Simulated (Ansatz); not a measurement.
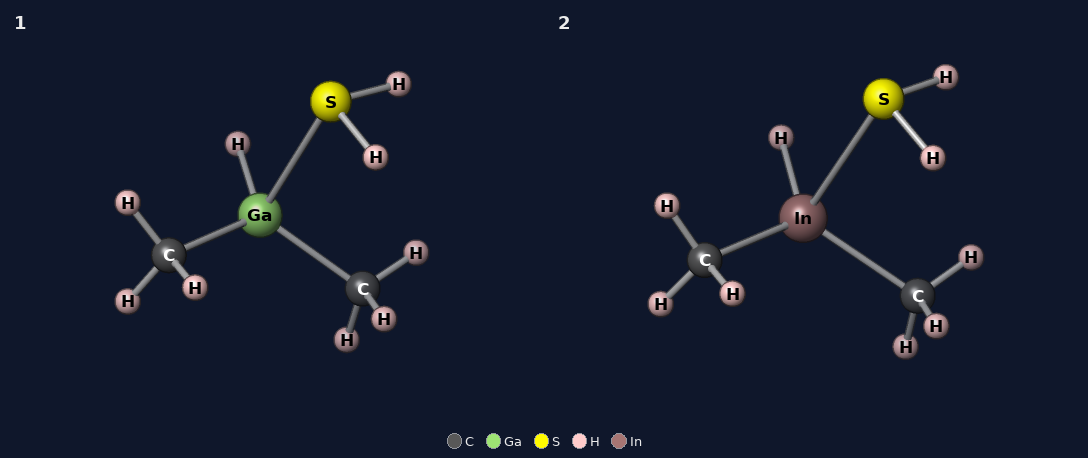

2 molecules with one skeleton, seen from the same side and at one scale. Each species is neutral and a spin singlet. Computed geometries: PBE0-D4/def2-TZVP optimisations, one conformation each. Properties computed with Ansatz 0.2.0. Elements past Kr carry core potentials.

One atom differs, called X below: Ga in panel 1, In in panel 2. Their formulas are C2H9GaS (`[CH3][GaH-]([CH3])[SH2+]`), C2H9InS (`[CH3][InH-]([CH3])[SH2+]`).

### In which is the dipole moment larger (ωB97M-V/def2-TZVPP)?

In panel 1 (X = Ga).

### In which is the mean length of X–C larger (PBE0-D4/def2-TZVP)?

In panel 2 (X = In).

Give the values. With PBE0-D4/def2-TZVP: mean length of X–C (Å), length of X–H (Å), length of X–S (Å), mean angle C–X–S (°). With PBE0-D4/def2-SVP: HOMO energy (Kohn–Sham orbital) (eV), HOMO–LUMO gap (eV). With ωB97M-V/def2-TZVPP: dipole moment (D).

```tsv
quantity	1 (Ga)	2 (In)	2 − 1
mean length of X–C (Å)	1.985	2.168	+0.183
length of X–H (Å)	1.585	1.741	+0.156
length of X–S (Å)	2.661	2.901	+0.240
mean angle C–X–S (°)	97.5	94.9	−2.6
HOMO energy (Kohn–Sham orbital) (eV)	−7.14	−6.77	+0.37
HOMO–LUMO gap (eV)	7.31	6.85	−0.46
dipole moment (D)	2.77	2.51	−0.26
```
